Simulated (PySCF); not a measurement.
C₄H₁₀FSi (charge +1)

```yaml
atoms:
  - { symbol: C, position_ang: [-1.2758, -1.4586, 0.7113] }
  - { symbol: Si, position_ang: [-0.4076, -0.0048, 0.0118] }
  - { symbol: C, position_ang: [-1.3149, 1.5723, -0.2044] }
  - { symbol: C, position_ang: [1.1492, -0.2926, -1.0125] }
  - { symbol: C, position_ang: [2.0478, 0.0685, 0.1358] }
  - { symbol: F, position_ang: [0.9958, 0.3768, 1.2123] }
  - { symbol: H, position_ang: [-1.8574, -1.1811, 1.6045] }
  - { symbol: H, position_ang: [-1.9897, -1.8399, -0.0401] }
  - { symbol: H, position_ang: [-0.5847, -2.2756, 0.9670] }
  - { symbol: H, position_ang: [-0.6440, 2.4090, -0.4475] }
  - { symbol: H, position_ang: [-2.0337, 1.4601, -1.0350] }
  - { symbol: H, position_ang: [-1.8941, 1.8219, 0.6987] }
  - { symbol: H, position_ang: [1.2450, 0.3860, -1.8717] }
  - { symbol: H, position_ang: [1.2703, -1.3314, -1.3503] }
  - { symbol: H, position_ang: [2.6085, 1.0075, 0.0689] }
  - { symbol: H, position_ang: [2.6357, -0.7342, 0.5948] }
```

Geometry: PBE0-D3(BJ)/def2-SVP.

Level of theory: PySCF 2.14.0, PBE0/pcSseg-1, SCF density, gas phase, non-relativistic.

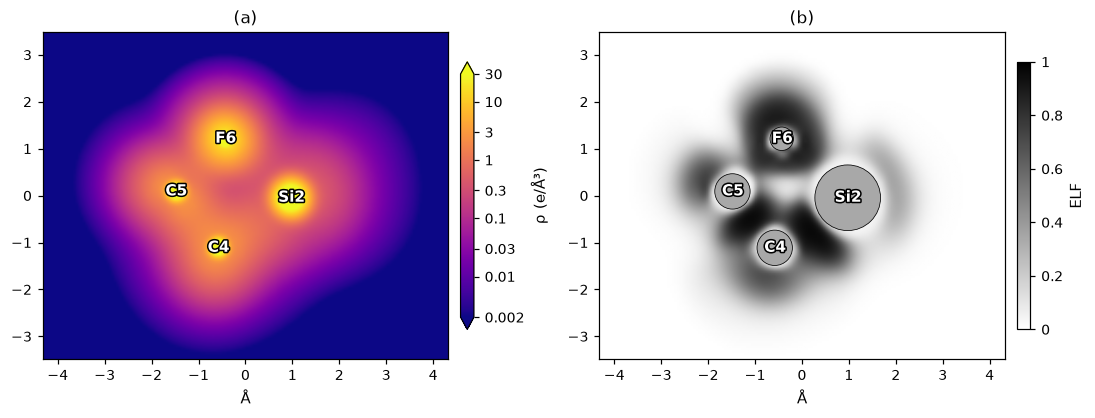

Figure 1. (a) electron density; (b) electron localisation function on the plane of atoms Si2, C4 and C5. Grey discs cover the atomic cores in the ELF map.

What does the map show?

Atoms in the plane: Si, C and F.
C–C (1.50 Å): the density is about 1.7 e/Å³ at the midpoint; the ELF peaks at about 0.95 between the atoms (a covalent bond).
Si–F (1.89 Å): ρ at the midpoint is about 0.54 e/Å³; the ELF peaks at about 0.85 in the valence shell of F, 0.5 Å from its nucleus, and is about 0.45 at the midpoint.
C–Si (1.89 Å): ρ is about 0.95 e/Å³ halfway; the ELF peaks at about 0.95 between the atoms: localised, covalent bonding.
The ELF also peaks beside F6, away from the bonds: lone-pair regions.

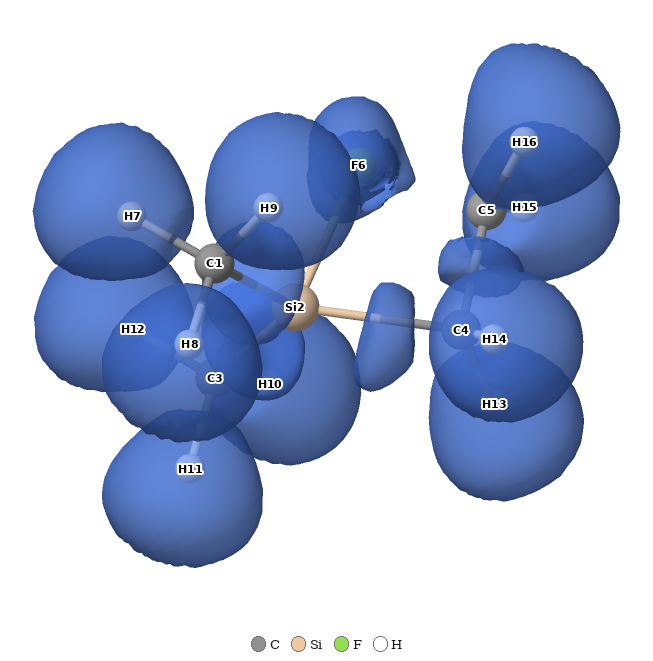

Figure 2. Isosurface of the electron localisation function at 0.8 (blue), seen at an oblique angle. Core shells and regions of very low density are left out.

Identify the bonds, lone pairs and shells in this picture.

At this value the surface marks out one region between bonded C–C atoms (shared pairs), three regions between bonded C–Si atoms (shared pairs), ten regions around hydrogen nuclei and one region wrapped around F (its lone pairs, merged into a ring or cap). Along the contacts the grid gives the following. C–Si (1.83 Å): the ELF peaks at about 0.95 between the atoms: localised, covalent bonding.
